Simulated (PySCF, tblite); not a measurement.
# C4H9NO2Si2: geometry, infrared bands and NMR shifts

What infrared bands and NMR shifts should C4H9NO2Si2 (`O=C(O)C#CCN([SiH3])[SiH3]`) show?

Computed with tblite 0.8.0 and PySCF 2.14.0, with density-fitted response routines of our own, on a single molecule in the gas phase. Atoms count from 0, in the outputs and in this text.

### 1 The starting structure

18 atoms, charge 0, multiplicity 1; geometry from: force field or distance geometry start.

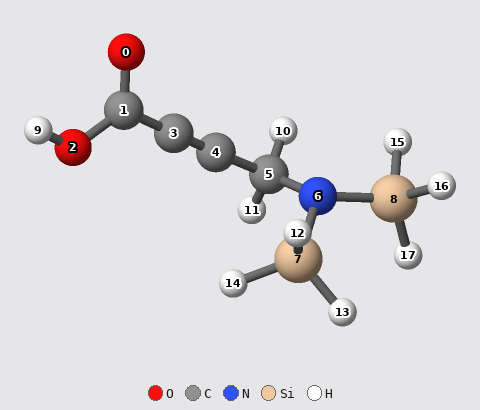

As it starts; oxygen red, carbon grey, nitrogen blue, silicon light orange, hydrogen white, atoms numbered.

### 2 Relaxing the molecule with GFN2-xTB

Job settings and geometry (Å):

```
{"job": {"kind": "relax", "xc": "GFN2-xTB", "basis": "xTB"}, "charge": 0, "multiplicity": 1}
O      3.650800     1.953500    -1.190900
C      3.351700     0.801300    -0.765100
O      4.293900    -0.226100    -0.822100
C      2.038200     0.640000    -0.212500
C      0.929500     0.513700     0.268300
C     -0.442100     0.395100     0.824800
N     -1.293500     0.025900    -0.252800
Si    -0.924100    -1.485500    -1.059400
Si    -2.993100     0.377100     0.017100
H      5.216200    -0.092700    -1.216600
H     -0.669700     1.419400     1.206300
H     -0.454400    -0.302300     1.685200
H     -0.437700    -1.145100    -2.414800
H     -2.063400    -2.389700    -1.152600
H      0.202800    -2.218700    -0.447400
H     -3.048900     1.673500     0.772300
H     -3.622500     0.686400    -1.293400
H     -3.742500    -0.619600     0.777000
```

Command:

```console
OMP_NUM_THREADS=1 python probes_run.py task.json out
```

The driver reads the jobs from task.json and runs them one after another.

Log:

```text
step      E/eV     max force
  0    -751.76489    4.335
  1    -752.01791    4.150
  2    -752.20686    1.244
  3    -752.30845    1.669
  4    -752.35132    3.286
  5    -752.43215    0.531
  6    -752.44680    0.460
  7    -752.46480    0.509
  8    -752.47778    0.501
  9    -752.48992    0.263
 10    -752.49575    0.184
 11    -752.49893    0.152
 12    -752.50123    0.167
 13    -752.50455    0.165
 14    -752.50897    0.188
 15    -752.51443    0.242
 16    -752.51938    0.200
 17    -752.52234    0.131
 18    -752.52404    0.120
 19    -752.52567    0.106
 20    -752.52749    0.145
 21    -752.52935    0.140
 22    -752.53099    0.091
 23    -752.53242    0.116
 24    -752.53385    0.112
 25    -752.53532    0.092
 26    -752.53653    0.080
 27    -752.53732    0.061
 28    -752.53784    0.047
 29    -752.53824    0.055
 30    -752.53865    0.050
 31    -752.53911    0.053
 32    -752.53956    0.062
 33    -752.53997    0.057
 34    -752.54037    0.055
 35    -752.54088    0.056
 36    -752.54157    0.066
 37    -752.54232    0.064
 38    -752.54291    0.061
 39    -752.54340    0.063
 40    -752.54404    0.066
 41    -752.54493    0.082
 42    -752.54596    0.090
 43    -752.54687    0.065
 44    -752.54761    0.084
 45    -752.54840    0.085
 46    -752.54947    0.078
 47    -752.55062    0.067
 48    -752.55148    0.059
 49    -752.55210    0.058
 50    -752.55271    0.055
 51    -752.55322    0.057
 52    -752.55361    0.041
 53    -752.55395    0.039
 54    -752.55434    0.052
 55    -752.55494    0.073
 56    -752.55572    0.073
 57    -752.55644    0.055
 58    -752.55688    0.047
 59    -752.55722    0.043
 60    -752.55767    0.056
 61    -752.55830    0.069
 62    -752.55912    0.085
 63    -752.55996    0.084
 64    -752.56061    0.062
 65    -752.56106    0.053
 66    -752.56148    0.058
 67    -752.56186    0.075
 68    -752.56236    0.093
 69    -752.56309    0.078
 70    -752.56412    0.074
 71    -752.56517    0.071
 72    -752.56593    0.059
 73    -752.56637    0.052
 74    -752.56674    0.039
 75    -752.56708    0.038
 76    -752.56743    0.045
 77    -752.56768    0.055
 78    -752.56794    0.041
 79    -752.56816    0.034
 80    -752.56834    0.025
 81    -752.56850    0.036
 82    -752.56866    0.034
 83    -752.56883    0.031
 84    -752.56900    0.027
 85    -752.56916    0.026
 86    -752.56932    0.034
 87    -752.56952    0.058
 88    -752.56979    0.070
 89    -752.57015    0.087
 90    -752.57049    0.052
 91    -752.57077    0.036
 92    -752.57095    0.037
 93    -752.57115    0.045
 94    -752.57154    0.072
 95    -752.57224    0.100
 96    -752.57337    0.116
 97    -752.57476    0.093
 98    -752.57596    0.091
 99    -752.57674    0.078
100    -752.57745    0.070
101    -752.57844    0.084
102    -752.57981    0.138
103    -752.58149    0.128
104    -752.58383    0.105
105    -752.58547    0.078
106    -752.58662    0.125
107    -752.58827    0.145
108    -752.58890    0.200
109    -752.58607    0.639
110    -752.59276    0.594
111    -752.59458    0.217
112    -752.59736    0.150
113    -752.60147    0.134
114    -752.60808    0.347
115    -752.61329    0.665
116    -752.61484    0.255
117    -752.61762    0.446
118    -752.61930    0.444
119    -752.62374    0.219
120    -752.62551    0.113
121    -752.62708    0.121
122    -752.62962    0.101
123    -752.63137    0.103
124    -752.63237    0.079
125    -752.63352    0.091
126    -752.63508    0.131
127    -752.63627    0.153
128    -752.63756    0.105
129    -752.63860    0.064
130    -752.63947    0.082
131    -752.64006    0.079
132    -752.64063    0.072
133    -752.64109    0.056
134    -752.64149    0.058
135    -752.64194    0.057
136    -752.64253    0.054
137    -752.64320    0.067
138    -752.64391    0.067
139    -752.64447    0.058
140    -752.64501    0.049
141    -752.64554    0.047
142    -752.64606    0.041
143    -752.64642    0.041
144    -752.64675    0.088
145    -752.64709    0.089
146    -752.64762    0.075
147    -752.64803    0.042
148    -752.64840    0.033
149    -752.64871    0.042
150    -752.64906    0.053
151    -752.64942    0.057
152    -752.64980    0.070
153    -752.65009    0.078
154    -752.65037    0.081
155    -752.65060    0.035
156    -752.65082    0.030
157    -752.65098    0.042
158    -752.65114    0.048
159    -752.65127    0.036
160    -752.65139    0.030
161    -752.65154    0.037
162    -752.65174    0.047
163    -752.65199    0.060
164    -752.65225    0.043
165    -752.65247    0.038
166    -752.65267    0.038
167    -752.65290    0.041
168    -752.65321    0.045
169    -752.65357    0.050
170    -752.65395    0.051
171    -752.65441    0.050
172    -752.65490    0.052
173    -752.65535    0.039
174    -752.65570    0.039
175    -752.65603    0.046
176    -752.65633    0.045
177    -752.65653    0.053
178    -752.65682    0.043
179    -752.65705    0.032
180    -752.65727    0.043
181    -752.65754    0.037
182    -752.65778    0.034
183    -752.65800    0.038
184    -752.65821    0.045
185    -752.65842    0.041
186    -752.65859    0.029
187    -752.65869    0.020
188    -752.65875    0.018
189    -752.65881    0.023
190    -752.65891    0.022
191    -752.65904    0.036
192    -752.65913    0.026
193    -752.65920    0.019
194    -752.65923    0.010
```

It took 3 s on 1 thread of Arm Neoverse N1, shared host; peak memory 0.18 GiB.

Along the way: (not every step is listed)

```
step  energy from step 0 (eV)  largest force (eV/Å)
   0                   0.0000                4.3346
   1                  -0.2530                4.1500
   2                  -0.4420                1.2436
   3                  -0.5436                1.6693
   4                  -0.5864                3.2864
   5                  -0.6673                0.5314
   6                  -0.6819                0.4604
   7                  -0.6999                0.5086
   8                  -0.7129                0.5007
  26                  -0.7716                0.0803
  44                  -0.7827                0.0838
  62                  -0.7942                0.0853
  80                  -0.8034                0.0253
  98                  -0.8111                0.0908
 116                  -0.8499                0.2547
 134                  -0.8766                0.0577
 152                  -0.8849                0.0696
 170                  -0.8891                0.0507
 188                  -0.8939                0.0185
 189                  -0.8939                0.0230
 190                  -0.8940                0.0225
 191                  -0.8941                0.0356
 192                  -0.8942                0.0264
 193                  -0.8943                0.0192
 194                  -0.8943                0.0103
```

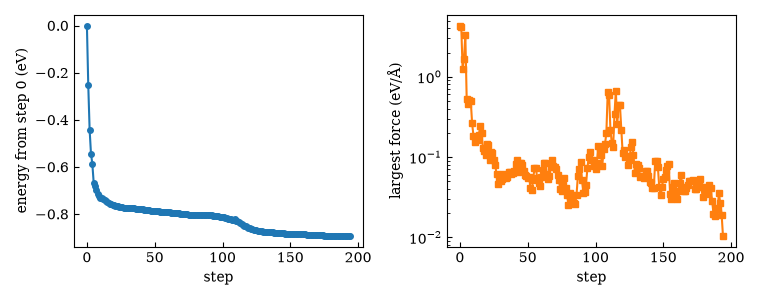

Energy and largest force along the relaxation.

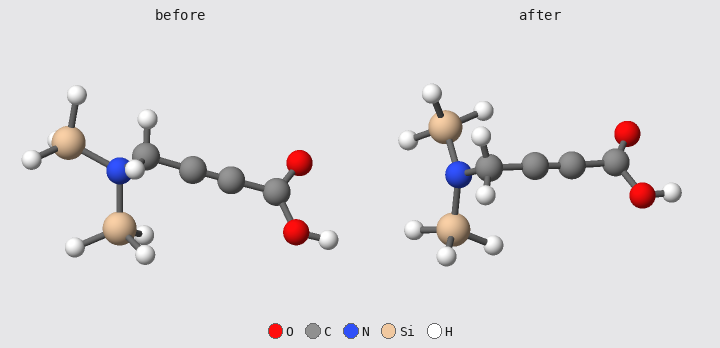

Before and after, at one scale.

Close pairs (by a distance rule), those that changed most:

```
   bond  before (Å)  after (Å)  change (Å)
  O0–C1       1.264      1.204      -0.061
  C1–O2       1.395      1.341      -0.054
  O2–H9       1.012      0.970      -0.042
  C4–C5       1.485      1.447      -0.037
Si8–H15       1.501      1.464      -0.037
  C5–N6       1.422      1.452      +0.029
Si8–H16       1.486      1.457      -0.029
 C5–H10       1.116      1.096      -0.021
```

The next job starts from the end point, and lists it.

### 3 Infrared spectrum with GFN2-xTB

Job settings and geometry (Å):

```
{"job": {"kind": "ir", "xc": "GFN2-xTB", "basis": "xTB"}, "charge": 0, "multiplicity": 1}
O      2.848308     2.406743    -1.333853
C      2.895150     1.328392    -0.801362
O      3.992433     0.556863    -0.792688
C      1.798710     0.710341    -0.109909
C      0.862197     0.241934     0.484469
C     -0.329215    -0.334884     1.070191
N     -1.361027    -0.531441     0.068308
Si    -1.204520    -1.961257    -0.910051
Si    -2.292090     0.880060    -0.351048
H      4.712437     1.001378    -1.267142
H     -0.694824     0.339950     1.852391
H     -0.072036    -1.294308     1.532810
H     -0.094094    -1.864081    -1.862874
H     -2.482738    -2.122096    -1.589903
H     -0.944087    -3.051989     0.035375
H     -1.497449     1.864037    -1.089327
H     -3.414495     0.389466    -1.140580
H     -2.731419     1.447209     0.928774
```

Log:

```text
mode    cm-1     km/mol
  1      -9.3      2.72
  2      30.7      0.30
  3      49.1      0.40
  4      86.5      0.86
  5      99.6      0.79
  6     103.9      2.01
  7     152.7      1.97
  8     232.9      2.07
  9     239.9      2.54
 10     262.6      0.76
 11     337.0      0.14
 12     423.5     13.89
 13     503.8      7.45
 14     541.5      2.35
 15     555.9      2.57
 16     571.1     25.33
 17     575.1     23.65
 18     598.7    121.53
 19     601.5    128.02
 20     647.3    124.43
 21     706.0    104.11
 22     739.4     49.52
 23     746.5      0.93
 24     764.1    348.92
 25     774.5     62.45
 26     796.5    273.43
 27     802.6    708.72
 28     825.0    217.38
 29     900.0    129.15
 30    1032.6    106.10
 31    1068.6    203.51
 32    1125.1    112.89
 33    1135.9    247.01
 34    1217.6     50.23
 35    1266.3    215.51
 36    1297.4     32.99
 37    1439.1      5.15
 38    1760.1    487.98
 39    2214.7     82.66
 40    2221.7    583.89
 41    2232.0    215.50
 42    2247.1    234.15
 43    2300.1     24.39
 44    2318.3    578.11
 45    2344.0    236.33
 46    2903.9     21.67
 47    2919.9     33.30
 48    3449.8     41.64
```

It took 1.4 s on 1 thread of Arm Neoverse N1, shared host; peak memory 0.18 GiB.

Which atoms move in the most intense modes:

```
cm⁻¹  km/mol                                   atoms
 764   348.9  H16 31 %, H13 27 %, H14 14 %, H17 14 %
 796   273.4  H15 31 %, H17 23 %, H12 21 %, H14 14 %
 803   708.7  H14 26 %, H12 25 %, H17 17 %, H15 13 %
1136   247.0      H9 38 %, C5 17 %, N6 17 %, O2 11 %
1760   488.0                        C1 62 %, O0 35 %
2222   583.9            H17 63 %, H12 18 %, H14 14 %
2318   578.1                      H13 63 %, H16 33 %
2344   236.3                        C4 50 %, C3 49 %
```

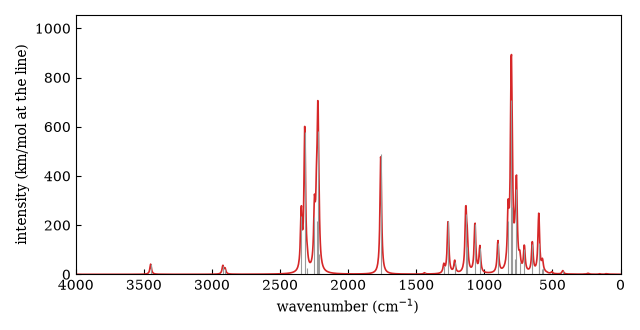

The infrared spectrum from these modes, unscaled. Lines are broadened to a width of 14 cm⁻¹ (Lorentzian).

### 4 NMR shieldings: PBE0/pcSseg-1

Settings changed since step 3:

```diff
@@ -1,2 +1,2 @@
-{"job": {"kind": "ir", "xc": "GFN2-xTB", "basis": "xTB"}, "charge": 0, "multiplicity": 1}
+{"job": {"kind": "nmr", "xc": "PBE0", "basis": "pcSseg-1"}, "charge": 0, "multiplicity": 1}
 O      2.848308     2.406743    -1.333853
```

With the program's defaults for keys left out, this is: GIAO PBE0/pcSseg-1 NMR shielding, non-relativistic, gas phase.

Log:

```text
coarse grid: 16408 points
cycle   1  E = -941.0201011007  dE =  1.355e+00  |g| = 9.749e-01  |ddm| = 4.252e+00
cycle   2  E = -940.6564532432  dE =  3.636e-01  |g| = 1.699e+00  |ddm| = 2.576e+00
cycle   3  E = -941.1768306546  dE = -5.204e-01  |g| = 3.389e-01  |ddm| = 1.911e+00
cycle   4  E = -941.1977783907  dE = -2.095e-02  |g| = 9.090e-02  |ddm| = 3.259e-01
cycle   5  E = -941.1990772674  dE = -1.299e-03  |g| = 2.449e-02  |ddm| = 8.138e-02
cycle   6  E = -941.1992179289  dE = -1.407e-04  |g| = 6.429e-03  |ddm| = 3.607e-02
cycle   7  E = -941.1992256483  dE = -7.719e-06  |g| = 2.552e-03  |ddm| = 7.085e-03
final grid: 150440 points
cycle   8  E = -941.2697285865  dE = -1.482e-05  |g| = 1.153e-02  |ddm| = 5.044e-02
cycle   9  E = -941.2696584824  dE =  7.010e-05  |g| = 2.166e-02  |ddm| = 2.933e-02
cycle  10  E = -941.2697529221  dE = -9.444e-05  |g| = 2.815e-03  |ddm| = 2.017e-02
cycle  11  E = -941.2697544924  dE = -1.570e-06  |g| = 3.868e-04  |ddm| = 1.949e-03
cycle  12  E = -941.2697545108  dE = -1.841e-08  |g| = 2.041e-04  |ddm| = 3.753e-04
cycle  13  E = -941.2697545193  dE = -8.434e-09  |g| = 7.834e-05  |ddm| = 1.950e-04
cycle  14  E = -941.2697545205  dE = -1.262e-09  |g| = 1.601e-05  |ddm| = 6.192e-05
cycle  15  E = -941.2697545206  dE = -5.457e-11  |g| = 2.300e-06  |ddm| = 1.834e-05
converged SCF energy = -941.2697545206

GIAO shielding tensors (ppm)
atom      isotropic    diamagn.    paramagn.     s11        s22        s33       span
  0 O     -124.379     403.329    -527.709   -377.644   -254.743    259.249    636.893
  1 C       28.379     254.079    -225.701    -75.485     78.980     81.641    157.126
  2 O      118.260     390.158    -271.898    -38.950    141.502    252.227    291.177
  3 C      104.960     251.583    -146.623     22.344     38.470    254.067    231.723
  4 C       92.561     267.422    -174.861      0.935     24.297    252.451    251.516
  5 C      144.539     246.158    -101.619    124.302    135.300    174.015     49.713
  6 N      254.136     328.700     -74.564    231.541    252.386    278.481     46.941
  7 Si     391.312     880.726    -489.414    338.353    364.368    471.214    132.861
  8 Si     391.854     880.789    -488.935    341.055    364.427    470.079    129.024
  9 H       25.386      27.604      -2.218     19.907     22.541     33.711     13.804
 10 H       27.779      30.104      -2.325     23.174     27.055     33.109      9.935
 11 H       27.821      30.249      -2.427     22.971     27.154     33.340     10.368
 12 H       26.776      30.218      -3.443     22.923     25.727     31.678      8.755
 13 H       27.000      29.967      -2.967     23.156     25.804     32.040      8.885
 14 H       27.142      29.665      -2.523     23.940     24.978     32.509      8.568
 15 H       26.662      30.311      -3.649     22.662     25.694     31.630      8.968
 16 H       27.008      30.025      -3.017     23.177     25.852     31.996      8.819
 17 H       27.099      29.677      -2.578     23.776     25.012     32.508      8.731
```

Run time: 79 s. Hardware: 1 thread of Arm Neoverse N1, shared host; peak memory 0.96 GiB.

Shifts follow as δ = σ(reference) − σ, with reference shieldings (ppm) from runs at the same level and on the same kind of geometry: ¹H TMS 31.72, ¹³C TMS 186.9, ²⁹Si TMS 349.2, ¹⁵N NH3 267.7, ¹⁷O H2O 336.1. The references are single molecules in the gas phase, so shifts against H2O, NH3, PH3, H3PO4 or CFCl3 are not on the usual liquid scales and can be off by tens of ppm. Atoms listed in one row are averaged.

```
                       atoms                                    environment  σ (ppm)  δ (ppm)  δ scaled to CDCl3
                          C1                         carboxylic acid carbon     28.4    158.5              152.8
                          C4                                  alkyne carbon     92.6     94.4               90.2
                          C3                                  alkyne carbon    105.0     82.0               78.1
                          C5                propargylic sp3 CH2 bonded to N    144.5     42.4               39.5
                          H9            hydrogen on an acid hydroxyl oxygen    25.39     6.33                  –
H12, H13, H14, H15, H16, H17              hydrogen on a silicon bonded to N    26.95     4.77                  –
                    H10, H11  hydrogen on a propargylic sp3 CH2 bonded to N    27.80     3.92               3.80
                          O0                                carbonyl oxygen   -124.4    460.5                  –
                          O2                           acid hydroxyl oxygen    118.3    217.8                  –
                          N6                     nitrogen bonded to C, 2 Si    254.1     13.6                  –
                    Si7, Si8                       silicon bonded to N, 3 H    391.6    -42.4                  –
```

The scaled column applies a straight-line fit of computed shieldings to shifts measured in CDCl3 (root-mean-square error 0.16 ppm for H, 1.9 ppm for C).

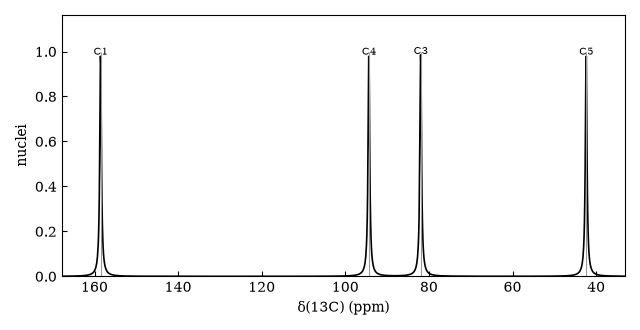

¹³C lines at the computed shifts, without couplings. Lines are broadened to a width of 0.46 ppm (Lorentzian).

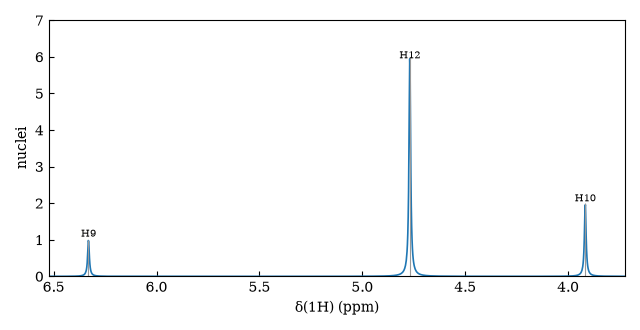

¹H lines at the computed shifts, without couplings. Lines are broadened to a width of 0.01 ppm (Lorentzian).

Charges from the same density, by scheme (e):

```
   atoms  Mulliken    IAO  Hirshfeld  ESP fit
      O0     -0.38  -0.44      -0.26    -0.54
      C1      0.28   0.52       0.21     0.81
      O2     -0.35  -0.47      -0.17    -0.59
      C3     -0.07  -0.11      -0.06    -0.30
      C4      0.10   0.00      -0.01     0.12
      C5      0.04  -0.16       0.00    -0.33
      N6     -0.90  -0.76      -0.25    -0.39
Si7, Si8      0.64   0.74       0.35     0.45
```

Hirshfeld charges:

O0 -0.26; C1 0.21; O2 -0.17; C3 -0.06; C4 -0.01; C5 0.00; N6 -0.25; Si7 0.35; Si8 0.35; H9 0.19; H10 0.06; H11 0.06; H12 -0.08; H13 -0.07; H14 -0.08; H15 -0.08; H16 -0.07; H17 -0.08

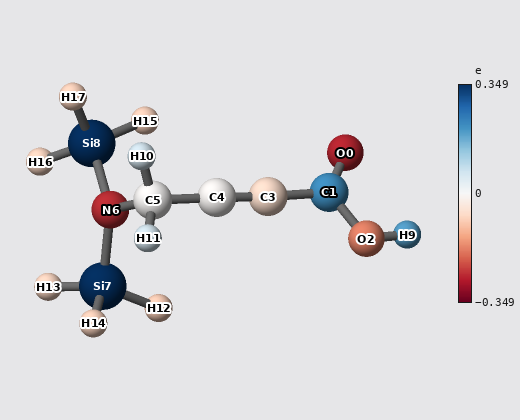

Hirshfeld charges, as colours on the atoms.

Mayer bond orders: O0–C1 1.92, C1–O2 1.18, C1–C3 1.08, C3–C4 2.30, C4–C5 1.05, C5–N6 0.96, N6–Si7 0.91, N6–Si8 0.90.

### 5 Outcome

| quantity | value |
| --- | --- |
| strongest single infrared mode (GFN2-xTB) | 803 cm⁻¹, 709 km/mol |
| zero-point energy (GFN2-xTB) | 71.7 kcal/mol |
| ¹³C shifts against TMS (PBE0/pcSseg-1) | 158.5, 94.4, 82.0, 42.4 ppm |
| ¹H shifts against TMS (PBE0/pcSseg-1, means over atoms taken as alike) | 6.33, 4.77, 3.92 ppm |
| ¹⁷O shifts against H2O (PBE0/pcSseg-1) | 460.5, 217.8 ppm |
| ¹⁵N shifts against NH3 (PBE0/pcSseg-1) | 13.6 ppm |
| ²⁹Si shifts against TMS (PBE0/pcSseg-1, means over atoms taken as alike) | -42.4 ppm |

What this shows: Relaxing lowered the energy by 0.894 eV in 194 steps; the close pair that moved most is O0–C1, from 1.264 to 1.204 Å. The lowest mode is slightly imaginary (9i cm⁻¹), a soft motion within the noise of the Hessian, so the minimum is not strictly shown. The strongest single mode, at 803 cm⁻¹, is carried by H14, H12, H17, H15. Unscaled tight-binding wavenumbers are off by several per cent, some by more. Its intensities can rank the bands wrongly. The most deshielded carbon is C1 (carboxylic acid carbon), at 158.5 ppm: it is a carbonyl in resonance with an O or N lone pair, the region of acids, esters and amides. At PBE0/pcSseg-1: The largest span, 637 ppm, is at O0, where the paramagnetic term is -528 ppm.
